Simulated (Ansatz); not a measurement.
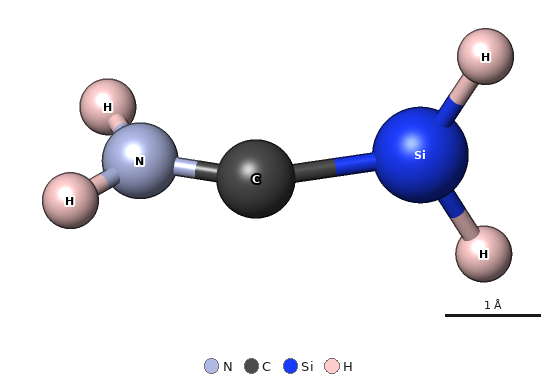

Figure 1. The input geometry (ball-and-stick view, seen at a tilt). Bond lengths as drawn: C–N 1.26 Å, C–Si 1.78 Å, H–N 1.02 Å and H–Si 1.45 Å.

Geometry relaxation, with input and output: CH4NSi (charge +1)

The run: geometry relaxation of CH4NSi, charge +1. Method and program: RKS PBE-D4/def2-SVP (Ansatz 0.2.0).

It belongs to a series of runs on one base structure; here: start relaxed.

Input file:
```yaml
crystal:
  periodic: [false, false, false]
  atoms:
    - { symbol: "N", position_ang: [-1.15012, -0.24545, -0.89564] }
    - { symbol: C, position_ang: [-0.29316, -0.33877, 0.02963] }
    - { symbol: Si, position_ang: [1.15279, 0.27529, 0.87502] }
    - { symbol: H, position_ang: [-1.8909, -0.94585, -0.9837] }
    - { symbol: H, position_ang: [-1.1808, 0.50294, -1.59529] }
    - { symbol: H, position_ang: [0.94433, 1.07538, 2.0621] }
    - { symbol: H, position_ang: [2.41786, -0.32354, 0.50788] }
total_charge: 1
basis:
  gaussian: { orbitals: def2-SVP }
hamiltonian:
  xc: pbe
  dispersion: d4
relax:
  f_tol: 0.02
  max_steps: 40
```

Hardware: 1 thread of Arm Neoverse V1, 24 GiB of memory available, shared host.

Command:
```bash
ansatz run input.yaml --threads 1 --pin off --max-ram 2048MiB --backend cpu --events-out ev --progress --plain --runs-dir out
```

Log:
```
The last accepted step is kept in [file] (removed where the run ends without a failure and the disk answers)
Engine: ansatz 0.2.0, aarch64-unknown-linux-gnu
Functional definition: PBE
  parameter kappa = 0.804
  parameter beta = 0.06672455060314922
  exchange = pbe_x(kappa = kappa, mu = beta*pi^2/3)
  correlation = pbe_c(beta = beta)
758 factors; their error is unknown
mean field evaluation 1: about -10431.2669 eV, gradient 8.1e1 eV
mean field evaluation 2: about -10289.4446 eV, gradient 1.8e2 eV
mean field evaluation 4: about -10444.2633 eV, gradient 3.4e1 eV
mean field evaluation 8: about -10448.3747 eV, gradient 2.9e-1 eV
mean field evaluation 16: about -10448.3203 eV, gradient 1.1e-4 eV
mean field -10448.32033146 eV, -383.9686900551 hartree, gradient 2.1e-5 eV, S^2 0.000000; 0 other end points of the search recorded, 0 dependent functions left out
the calculation of the forces begins
reference -10448.32036099 eV, -383.9686911403 hartree; 15, 15 occupied and 51, 51 virtual orbitals, 758 factors
relax step   1: F+E_penalty+E_count = -10448.41019830 eV  Δ(F+E_penalty+E_count) = +0.000e0 eV  max|allowed force component| = 1.561e0 eV/Å  Δτ_max = 0.0000 Å  (27 SCF iters, accepted)
these checks for a lower state are left out or cut short: starts, cluster_reference, orbital_swaps, neighbouring_geometries, increment
758 factors; their error is unknown
mean field -10448.42089132 eV, -383.9723855621 hartree, gradient 2.3e-5 eV, S^2 0.000000; 0 other end points of the search recorded, 0 dependent functions left out
the calculation of the forces begins
reference -10448.42092092 eV, -383.9723866497 hartree; 15, 15 occupied and 51, 51 virtual orbitals, 758 factors
relax step   2: F+E_penalty+E_count = -10448.51058472 eV  Δ(F+E_penalty+E_count) = -1.004e-1 eV  max|allowed force component| = 6.558e-1 eV/Å  Δτ_max = 0.0688 Å  (28 SCF iters, accepted)
these checks for a lower state are left out or cut short: starts, cluster_reference, orbital_swaps, neighbouring_geometries, increment
758 factors; their error is unknown
mean field evaluation 32: about -10448.4512 eV, gradient 2.1e-5 eV
mean field -10448.45124907 eV, -383.9735011885 hartree, gradient 2.1e-5 eV, S^2 0.000000; 0 other end points of the search recorded, 0 dependent functions left out
the calculation of the forces begins
reference -10448.45127877 eV, -383.9735022803 hartree; 15, 15 occupied and 51, 51 virtual orbitals, 758 factors
relax step   3: F+E_penalty+E_count = -10448.54082806 eV  Δ(F+E_penalty+E_count) = -3.024e-2 eV  max|allowed force component| = 4.731e-1 eV/Å  Δτ_max = 0.0708 Å  (28 SCF iters, accepted)
these checks for a lower state are left out or cut short: starts, cluster_reference, orbital_swaps, neighbouring_geometries, increment
758 factors; their error is unknown
mean field -10448.50085091 eV, -383.9753240228 hartree, gradient 1.4e-5 eV, S^2 0.000000; 0 other end points of the search recorded, 0 dependent functions left out
the calculation of the forces begins
reference -10448.50088067 eV, -383.9753251165 hartree; 15, 15 occupied and 51, 51 virtual orbitals, 758 factors
relax step   4: F+E_penalty+E_count = -10448.58990856 eV  Δ(F+E_penalty+E_count) = -4.908e-2 eV  max|allowed force component| = 9.362e-1 eV/Å  Δτ_max = 0.2000 Å  (33 SCF iters, accepted)
these checks for a lower state are left out or cut short: starts, cluster_reference, orbital_swaps, neighbouring_geometries, increment
758 factors; their error is unknown
mean field -10448.51488051 eV, -383.9758396009 hartree, gradient 1.6e-5 eV, S^2 0.000000; 0 other end points of the search recorded, 0 dependent functions left out
the calculation of the forces begins
reference -10448.51491029 eV, -383.9758406952 hartree; 15, 15 occupied and 51, 51 virtual orbitals, 758 factors
relax step   5: F+E_penalty+E_count = -10448.60418732 eV  Δ(F+E_penalty+E_count) = -1.428e-2 eV  max|allowed force component| = 8.366e-2 eV/Å  Δτ_max = 0.0494 Å  (28 SCF iters, accepted)
these checks for a lower state are left out or cut short: starts, cluster_reference, orbital_swaps, neighbouring_geometries, increment
758 factors; their error is unknown
mean field -10448.51569776 eV, -383.9758696343 hartree, gradient 1.5e-5 eV, S^2 0.000000; 0 other end points of the search recorded, 0 dependent functions left out
the calculation of the forces begins
reference -10448.51572756 eV, -383.9758707294 hartree; 15, 15 occupied and 51, 51 virtual orbitals, 758 factors
relax step   6: F+E_penalty+E_count = -10448.60489986 eV  Δ(F+E_penalty+E_count) = -7.125e-4 eV  max|allowed force component| = 4.992e-2 eV/Å  Δτ_max = 0.0086 Å  (30 SCF iters, accepted)
these checks for a lower state are left out or cut short: starts, cluster_reference, orbital_swaps, neighbouring_geometries, increment
758 factors; their error is unknown
mean field -10448.51573858 eV, -383.9758711346 hartree, gradient 1.5e-5 eV, S^2 0.000000; 0 other end points of the search recorded, 0 dependent functions left out
the calculation of the forces begins
reference -10448.51576837 eV, -383.9758722292 hartree; 15, 15 occupied and 51, 51 virtual orbitals, 758 factors
relax step   7: F+E_penalty+E_count = -10448.60495671 eV  Δ(F+E_penalty+E_count) = -5.685e-5 eV  max|allowed force component| = 4.917e-3 eV/Å  Δτ_max = 0.0043 Å  (30 SCF iters, accepted)
758 factors; their error is unknown
mean field evaluation 64: about -10429.6944 eV, gradient 8.5e1 eV
```

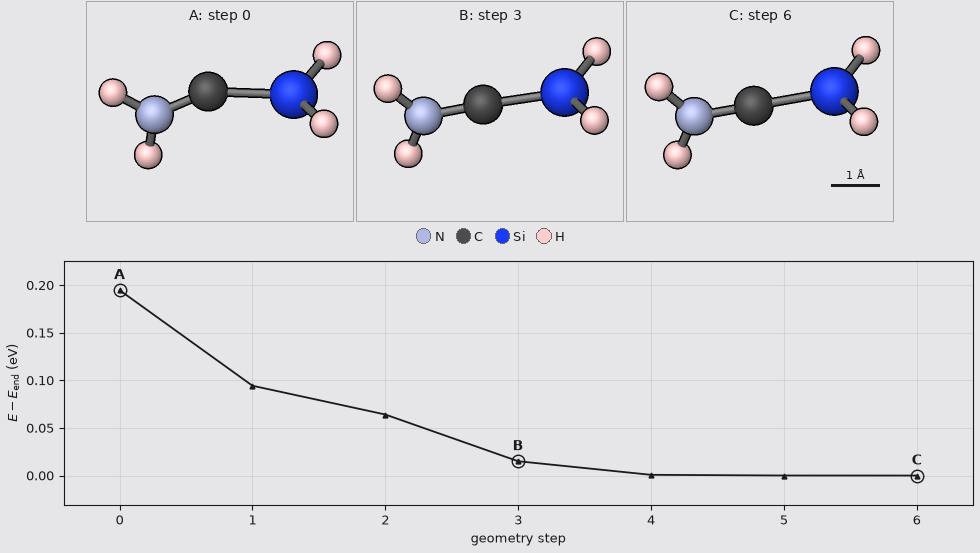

Figure 2. Frames of the relaxation (ball-and-stick view, seen at a tilt) above the curves, on which the letters mark them (the first geometry is step 0 here and step 1 in the log).

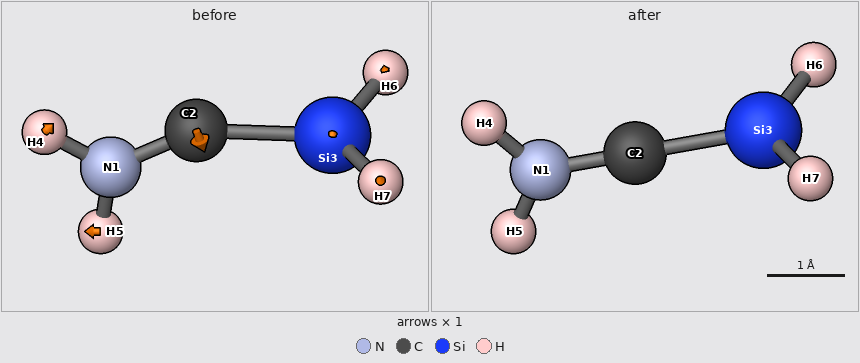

Figure 3. Before (left) and after (right) the relaxation, at one scale (ball-and-stick view, seen at a tilt). The orange arrows give the displacements, at true length. Over 6 geometry steps the energy falls by 0.195 eV. The largest force component goes from 1.6 to 0.0049 eV/Å. The largest move after the best rigid fit is that of C2, 0.37 Å. Largest moves by element: C 0.37 Å, H 0.22 Å, Si 0.08 Å, N 0.04 Å. Among the contacts that change: C2–Si3 1.784 → 1.722 Å, Si3–H6 1.447 → 1.486 Å, N1–H4 1.023 → 1.040 Å, N1–C2 1.265 → 1.269 Å. Among the angles that change: N1–C2–Si3 150.5° → 179.9°, H6–Si3–H7 124.3° → 127.9°, C2–N1–H5 125.0° → 122.6°. (Atoms are counted from 1 in the order of the input.)

```
mean field -10448.51573858 eV, -383.9758711346 hartree, gradient 1.8e-5 eV, S^2 0.000000; 1 other end points of the search recorded, 0 dependent functions left out
the calculation of the forces begins
reference -10448.51576837 eV, -383.9758722292 hartree; 15, 15 occupied and 51, 51 virtual orbitals, 758 factors
Total energy: -10448.60498650 eV, -383.9791509350 hartree
Atom 0 at    -1.150787    -0.209168    -0.922293 Å, force     0.001852    -0.000216     0.001376 eV/Å
Atom 1 at    -0.170129    -0.031872    -0.137125 Å, force     0.002599     0.001754     0.004258 eV/Å
Atom 2 at     1.160292     0.210703     0.929451 Å, force    -0.002550    -0.001145    -0.002977 eV/Å
Atom 3 at    -1.804416    -1.012471    -0.828994 Å, force    -0.003104     0.000551     0.001410 eV/Å
Atom 4 at    -1.362426     0.437883    -1.708228 Å, force     0.000536    -0.001097    -0.004917 eV/Å
Atom 5 at     0.886136     1.031912     2.136620 Å, force    -0.000141    -0.001533     0.002006 eV/Å
Atom 6 at     2.441330    -0.426987     0.530569 Å, force     0.000809     0.001685    -0.001155 eV/Å
Dipole moment:    -0.303375    -0.054671    -0.242922 e Å
```

Trajectory as extended XYZ (Å, eV, eV/Å), 7 frames, from step=1 to step=7:
```
7
Properties=species:S:1:pos:R:3:forces:R:3 step=1 energy=-10448.41020
N    -1.1501   -0.2455   -0.8956   -0.2519  -0.3896   0.1419
C    -0.2932   -0.3388    0.0296    1.5614   0.9089   0.7077
Si    1.1528    0.2753    0.8750   -1.2595  -0.3926  -0.9010
H    -1.8909   -0.9458   -0.9837   -0.5362  -0.4259  -0.1503
H    -1.1808    0.5029   -1.5953    0.0323   0.4104  -0.3493
H     0.9443    1.0754    2.0621   -0.2086   0.3464   0.7243
H     2.4179   -0.3235    0.5079    0.6625  -0.4575  -0.1733
7
Properties=species:S:1:pos:R:3:forces:R:3 step=2 energy=-10448.51058
N    -1.1572   -0.2383   -0.8962    0.0152  -0.3648   0.2607
C    -0.2632   -0.2797    0.0112    0.4820   0.6558  -0.1185
Si    1.1686    0.3277    0.8398   -0.4390  -0.2896  -0.1537
H    -1.8846   -0.9732   -0.9579   -0.1358  -0.0741  -0.0262
H    -1.2171    0.4919   -1.6280    0.0203   0.1038  -0.0434
H     0.9230    1.0480    2.1088   -0.0697   0.0728   0.1390
H     2.4306   -0.3765    0.5223    0.1270  -0.1039  -0.0579
7
Properties=species:S:1:pos:R:3:forces:R:3 step=3 energy=-10448.54083
N    -1.1405   -0.2465   -0.9146   -0.1269  -0.1455   0.4016
C    -0.2272   -0.2287   -0.0222   -0.0795   0.3622  -0.4731
Si    1.1787    0.3397    0.8368    0.0278  -0.2352   0.1989
H    -1.8861   -0.9772   -0.9121    0.1727   0.0679  -0.0643
H    -1.2542    0.4866   -1.6458    0.0801  -0.1043   0.0594
H     0.8918    1.0323    2.1314    0.0186  -0.0277  -0.1361
H     2.4374   -0.4062    0.5265   -0.0928   0.0827   0.0136
7
Properties=species:S:1:pos:R:3:forces:R:3 step=4 energy=-10448.58991
N    -1.1651   -0.2212   -0.9252    0.9362   0.5533   0.4263
C    -0.1793   -0.0646   -0.1260   -0.3590  -0.0656  -0.2601
Si    1.1673    0.2295    0.9152   -0.1008  -0.0402  -0.0488
H    -1.7990   -1.0237   -0.8751   -0.4048  -0.4639   0.0951
H    -1.3744    0.4656   -1.6719   -0.0281   0.0250  -0.1562
H     0.9055    1.0523    2.1244   -0.0496  -0.0260   0.0083
H     2.4450   -0.4379    0.5587    0.0060   0.0174  -0.0646
7
Properties=species:S:1:pos:R:3:forces:R:3 step=5 energy=-10448.60419
N    -1.1493   -0.2091   -0.9199   -0.0717  -0.0234  -0.0572
C    -0.1690   -0.0367   -0.1354    0.0044   0.0096   0.0072
Si    1.1602    0.2118    0.9264    0.0090  -0.0001   0.0072
H    -1.8046   -1.0116   -0.8276   -0.0016   0.0148  -0.0095
H    -1.3580    0.4408   -1.7046   -0.0092  -0.0120  -0.0031
H     0.8832    1.0290    2.1295   -0.0145   0.0502   0.0803
H     2.4374   -0.4242    0.5317    0.0837  -0.0391  -0.0250
7
Properties=species:S:1:pos:R:3:forces:R:3 step=6 energy=-10448.60490
N    -1.1508   -0.2093   -0.9221   -0.0189  -0.0030  -0.0149
C    -0.1701   -0.0328   -0.1372    0.0499   0.0099   0.0414
Si    1.1617    0.2111    0.9296   -0.0346  -0.0061  -0.0258
H    -1.8074   -1.0102   -0.8268    0.0060   0.0029  -0.0027
H    -1.3601    0.4364   -1.7101   -0.0018  -0.0029   0.0038
H     0.8834    1.0306    2.1379    0.0084  -0.0059  -0.0090
H     2.4432   -0.4257    0.5286   -0.0089   0.0052   0.0073
7
Properties=species:S:1:pos:R:3:forces:R:3 step=7 energy=-10448.60496
N    -1.1508   -0.2092   -0.9223    0.0019  -0.0002   0.0014
C    -0.1701   -0.0319   -0.1371    0.0026   0.0018   0.0043
Si    1.1603    0.2107    0.9295   -0.0026  -0.0011  -0.0030
H    -1.8044   -1.0125   -0.8290   -0.0031   0.0006   0.0014
H    -1.3624    0.4379   -1.7082    0.0005  -0.0011  -0.0049
H     0.8861    1.0319    2.1366   -0.0001  -0.0015   0.0020
H     2.4413   -0.4270    0.5306    0.0008   0.0017  -0.0012
```

Key numbers:

| quantity | value |
| --- | --- |
| outcome | converged |
| total energy | −10448.6050 eV |
| mean-field energy | −10448.5158 eV |
| largest force (length of the vector) at the end | 0.005 eV/Å |
| wall time | 12 s |
| peak memory | 0.13 GiB |
